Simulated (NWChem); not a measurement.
# BrCl (bromine chloride): r2SCAN/def2-SVPD

Aim: the vertical ionisation energy of BrCl (bromine chloride) at r2SCAN/def2-SVPD, from 2 runs. 

The results are computed with NWChem 7.3.0.

2 further runs of the same task are left out: 2 that didn't finish.

### Step 1. The structure to begin with

BrCl has 2 atoms, charge 0, and is taken as a singlet. As SMILES, `ClBr`. Geometry: the measured bond length.

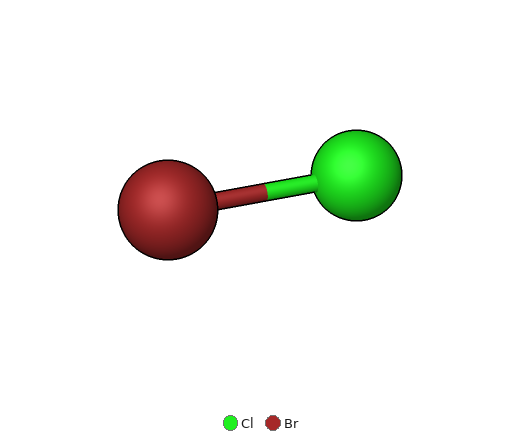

The structure, seen from a chosen angle (chlorine green, bromine red).

### Step 2. The energy at r2SCAN/def2-SVPD

File test.nw:

```
START test
memory 2200 mb

GEOMETRY units angstrom noautosym nocenter noautoz
 Cl       0.000000       0.000000       0.000000
 Br       0.000000       0.000000       2.136065
END

BASIS spherical bse
 * library def2-SVPD
END

DFT
 xc r2scan
 grid fine
 convergence energy 1e-08
 iterations 100
 mulliken
 print low
END

TASK dft energy
```

Launch:

```console
$ nwchem test.nw > test.out
```

Log:

```text
Northwest Computational Chemistry Package (NWChem) 7.3.0
             --------------------------------------------------------

           Job information
           ---------------

    nwchem branch   = 7.3.0
    use scalapack   = T
    input           = test.nw
    prefix          = test.
    data base       = ./test.db
    status          = startup
    nproc           =        1

           Memory information
           ------------------

    heap     =     72089596 doubles =      550.0 Mbytes
    stack    =     72089601 doubles =      550.0 Mbytes
    global   =    144179200 doubles =     1100.0 Mbytes (distinct from heap & stack)
    total    =    288358397 doubles =     2200.0 Mbytes
    verify   = yes
    hardfail = no

           Directory information
           ---------------------

  0 permanent = .
  0 scratch   = .

                                NWChem Input Module
                                -------------------

 Scaling coordinates for geometry "geometry" by  1.889725989
 (inverse scale =  0.529177249)

                             Geometry "geometry" -> ""
                             -------------------------

 Output coordinates in angstroms (scale by  1.889725989 to convert to a.u.)

  No.       Tag          Charge          X              Y              Z
 ---- ---------------- ---------- -------------- -------------- --------------
    1 Cl                  17.0000     0.00000000     0.00000000     0.00000000
    2 Br                  35.0000     0.00000000     0.00000000     2.13606500

      Atomic Mass
      -----------

      Cl                34.968850
      Br                79.916500

 Effective nuclear repulsion energy (a.u.)     147.4020983232

            Nuclear Dipole moment (a.u.)
            ----------------------------
        X                 Y               Z
 ---------------- ---------------- ----------------
     0.0000000000     0.0000000000   141.2802140329

            XYZ format geometry
            -------------------
     2
 geometry
 Cl                    0.00000000     0.00000000     0.00000000
 Br                    0.00000000     0.00000000     2.13606500

 ==============================================================================
                                internuclear distances
 ------------------------------------------------------------------------------
       center one      |      center two      | atomic units |  angstroms
 ------------------------------------------------------------------------------
    2 Br               |   1 Cl               |     4.03658  |     2.13607
 ------------------------------------------------------------------------------
                         number of included internuclear distances:          1
 ==============================================================================

 Summary of "ao basis" -> "" (spherical)
 ------------------------------------------------------------------------------
       Tag                 Description            Shells   Functions and Types
 ---------------- ------------------------------  ------  ---------------------
 *                         def2-SVPD                  on all atoms

                                 NWChem DFT Module
                                 -----------------

                      Basis "ao basis" -> "ao basis" (spherical)
                      -----
  [basis functions not shown]

 Summary of "ao basis" -> "ao basis" (spherical)
 ------------------------------------------------------------------------------
       Tag                 Description            Shells   Functions and Types
 ---------------- ------------------------------  ------  ---------------------
 Cl                        def2-SVPD                11       27   5s4p2d
 Br                        def2-SVPD                15       41   6s5p4d

  Caching 1-el integrals
   Time after variat. SCF:      0.2

     ---------------------------------------------
      Total Density - Mulliken Population Analysis
     ---------------------------------------------

    Atom       Charge   Shell Charges
 -----------   ------   -------------------------------------------------------
    1 Cl  17    17.17   2.00  1.99  1.24  0.70  0.00  5.94  2.02  3.07  0.14  0.02  0.04
    2 Br  35    34.83   2.00  2.00  2.00  1.38  0.55 -0.00  6.00  5.99  2.17  2.63  0.08  8.23  1.73  0.08  0.01
   Time prior to 1st pass:      0.2

           Memory utilization after 1st SCF pass:
           Heap Space remaining (MW):       37.39            37388020
          Stack Space remaining (MW):       72.09            72089140

   convergence    iter        energy       DeltaE   RMS-Dens  Diis-err    time
 ---------------- ----- ----------------- --------- --------- ---------  ------
 d= 0,ls=0.0,diis     1  -3033.8148806574 -3.18D+03  9.37D-03  2.91D-01     0.7
 d= 0,ls=0.0,diis     2  -3033.8233169508 -8.44D-03  5.58D-03  1.12D-01     1.1
 d= 0,ls=0.0,diis     3  -3033.8371343136 -1.38D-02  1.93D-03  2.38D-02     1.5
 d= 0,ls=0.0,diis     4  -3033.8400482560 -2.91D-03  7.47D-04  2.29D-03     2.0
 d= 0,ls=0.0,diis     5  -3033.8402407672 -1.93D-04  2.80D-04  3.83D-04     2.4
  Resetting Diis
 d= 0,ls=0.0,diis     6  -3033.8403085189 -6.78D-05  2.22D-05  2.03D-06     2.8
 d= 0,ls=0.0,diis     7  -3033.8403088964 -3.78D-07  6.24D-06  7.86D-08     3.3
 d= 0,ls=0.0,diis     8  -3033.8403089002 -3.78D-09  2.44D-06  6.06D-08     3.7

         Total DFT energy =    -3033.840308900202
      One electron energy =    -4509.406931321939
           Coulomb energy =     1447.666224951692
    Exchange-Corr. energy =     -119.501700853190
 Nuclear repulsion energy =      147.402098323235

 Numeric. integr. density =       52.000000012166

     Total iterative time =      3.5s

     ---------------------------------------------
      Total Density - Mulliken Population Analysis
     ---------------------------------------------

    Atom       Charge   Shell Charges
 -----------   ------   -------------------------------------------------------
    1 Cl  17    17.18   2.00  1.99  1.29  0.69  0.01  5.93  2.10  2.97  0.12  0.03  0.05
    2 Br  35    34.82   2.00  2.00  1.99  1.49  0.46  0.01  6.00  5.98  2.34  2.44  0.04  8.20  1.74  0.12  0.01

     -------------------------------------------
      Total Density - Lowdin Population Analysis
     -------------------------------------------

    Atom       Charge   Shell Charges
 -----------   ------   -------------------------------------------------------
    1 Cl  17    17.14   2.00  1.96  1.01  0.65  0.15  5.82  2.21  2.67  0.32  0.03  0.34
    2 Br  35    34.86   2.00  2.00  1.96  1.06  0.56  0.16  5.99  5.81  2.39  2.33  0.23  7.84  2.03  0.20  0.30

 Task  times  cpu:        3.7s     wall:        3.7s
 Total times  cpu:        3.7s     wall:        3.7s
```

Run time: 4.5 s. Hardware: 1 thread of AMD EPYC 9R45 (Zen 5), shared host; peak memory 0.11 GiB.

### Step 3. The doublet cation at the same level

File geom.nw:

```
start geom
memory stack 880 mb heap 220 mb global 1100 mb
charge 1
geometry noautosym nocenter noautoz
   Cl       0.000000       0.000000       0.000000
   Br       0.000000       0.000000       2.136065
end
basis spherical bse
   * library def2-SVPD
end
dft
   xc r2scan
   mult 2
   grid fine
   convergence energy 1e-08
   iterations 100
   mulliken
   print low
end
task dft energy
```

Launch:

```console
$ nwchem geom.nw > geom.out
```

Log:

```text
[...]
 d= 0,ls=0.0,diis     1  -3033.1695752827 -3.18D+03  1.74D-02  1.74D+00     0.9
[...]
 d= 0,ls=0.5,diis    40  -3033.4338196531 -7.80D-09  1.30D-08  1.47D-08    24.2
[...]
         Total DFT energy =    -3033.433819658529
      One electron energy =    -4493.113098760678
           Coulomb energy =     1431.425356991241
    Exchange-Corr. energy =     -119.148176212326
 Nuclear repulsion energy =      147.402098323235
[...]
      Total Density - Mulliken Population Analysis
     ---------------------------------------------
    Atom       Charge   Shell Charges
 -----------   ------   -------------------------------------------------------
    1 Cl  17    16.76   2.00  1.99  1.35  0.65 -0.02  5.93  2.06  2.68  0.05  0.04  0.04
    2 Br  35    34.24   2.00  2.00  1.99  1.57  0.39 -0.00  6.00  5.98  2.26  2.01 -0.02  8.20  1.74  0.13 -0.01
[...]
      <S2> =      0.7525 (Exact =     0.7500)
[...]
```

Wall time 26 s (1 thread of AMD EPYC 9R45 (Zen 5), shared host); peak memory 0.11 GiB.

### Step 4. Summary of results

Level: r2SCAN/def2-SVPD.

| quantity | value |
| --- | --- |
| singlet BrCl: total energy | -3033.84031 Eh |
| doublet cation: total energy | -3033.43382 Eh |
| doublet cation: ⟨S²⟩ | 0.752 |
| vertical ionisation energy (to the doublet cation) | 11.061 eV |

In words: Removing an electron at fixed nuclei costs 11.06 eV (255 kcal/mol).
